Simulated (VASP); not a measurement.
Band structure of Sn2C6 (ordered alloy cell). These are modified Becke-Johnson potential (mBJ), VASP's PBE PAW potentials (set 64) (plane waves; VASP) values and carry that method's errors.

mBJ is a potential without an energy functional, so only the levels count. Unless said otherwise, spin-orbit coupling is left out, though it shifts the bands of the heavy elements here.

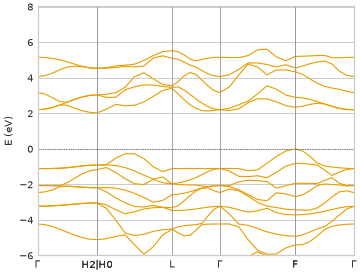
Figure: Bands along high-symmetry lines, zero at the valence-band maximum or, without a gap, the Fermi level

Problem. Read the plot: is there a gap, and where are the band edges?

Solution. The gap is indirect, 2.02 eV, from the valence maximum at S2 to the conduction minimum at T.

The structure was generated: Sn2C6 was put into an ordered model structure (R-3m), which need not be its known phase. It was relaxed first, which changed the volume by +59 %. The cell's shape comes from a PBE relaxation.
